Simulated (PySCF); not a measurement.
## Electronic structure of C₇H₁₃NSSi (SMILES CS/C=C(\C)C[SiH2]CC#N) in real space

```xyz
23

C     3.1852   -1.7146    0.1611
S     2.1862   -0.5676    1.1520
C     1.1515    0.0629   -0.1268
C     0.2929    1.0697    0.0075
C     0.1140    1.8273    1.2845
C    -0.5986    1.4577   -1.1346
Si   -2.3340    0.6773   -0.9729
C    -2.0973   -1.1800   -0.5365
C    -1.2317   -1.8184   -1.4726
N    -0.5271   -2.3048   -2.2331
H     3.7768   -1.1513   -0.5554
H     2.5304   -2.4179   -0.3465
H     3.8383   -2.2413    0.8499
H     1.2495   -0.4768   -1.0554
H    -0.8721    1.6338    1.7078
H     0.8680    1.5307    2.0093
H     0.1932    2.8993    1.1060
H    -0.1593    1.1220   -2.0755
H    -0.6838    2.5436   -1.1834
H    -3.1088    1.2642    0.1261
H    -3.0655    0.7838   -2.2380
H    -3.0566   -1.6979   -0.5349
H    -1.6559   -1.2750    0.4569
```

Geometry: GFN2-xTB.

Method: PBE0/pcSseg-1, SCF density, gas phase, non-relativistic (PySCF).

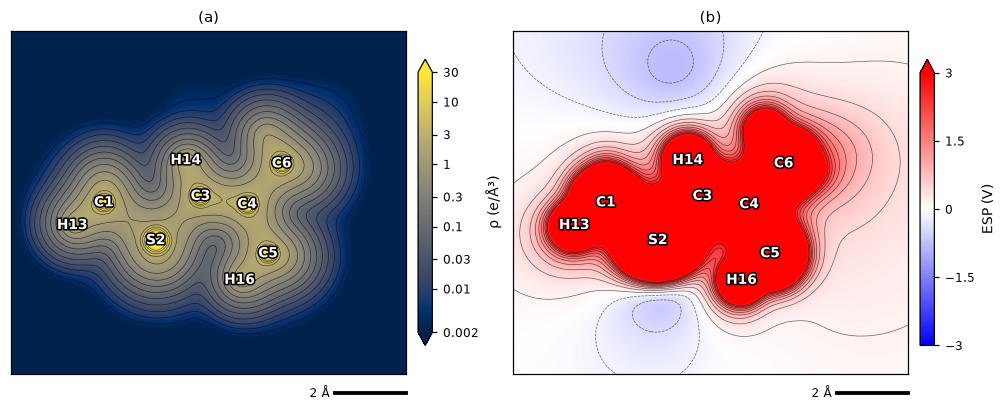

Figure 1. (a) electron density; (b) molecular electrostatic potential on the plane of atoms C5, C4 and C6.

Question: Interpret the plot.

Answer: The plane passes through C, S and H nuclei. C–C (1.33 Å): ρ at the midpoint is about 2.3 e/Å³. C–S (1.76 Å): ρ is about 1.3 e/Å³ halfway. C–H (1.08 Å): ρ is about 2 e/Å³ halfway. C–C (1.50 Å): the density is about 1.7 e/Å³ at the midpoint. Outside the dense part of the molecule the potential is most negative (−0.8 V) near N10, which lies off the plane.

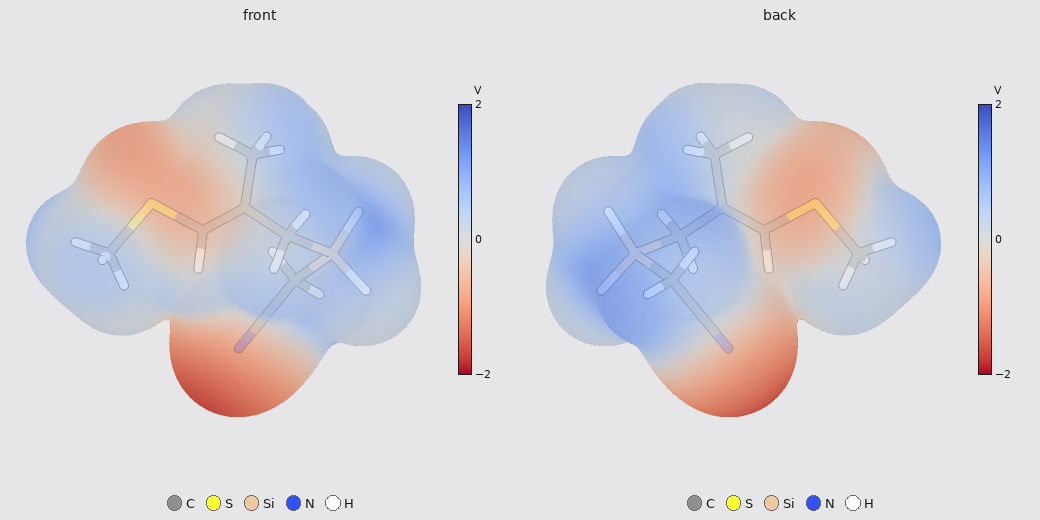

Figure 2. The molecular electrostatic potential painted on the density surface at 0.001 e/bohr³, seen from the front and from behind; red is negative and blue positive.

Question: Which sites attract a positive test charge, and which a negative one?

Answer: A positive charge is drawn to the negative regions and a negative charge to the positive ones. The most negative region (about −1.6 V) lies over N10, the most positive (about +1.1 V) over Si7 and H22. N10 is the likeliest acceptor of a hydrogen bond.
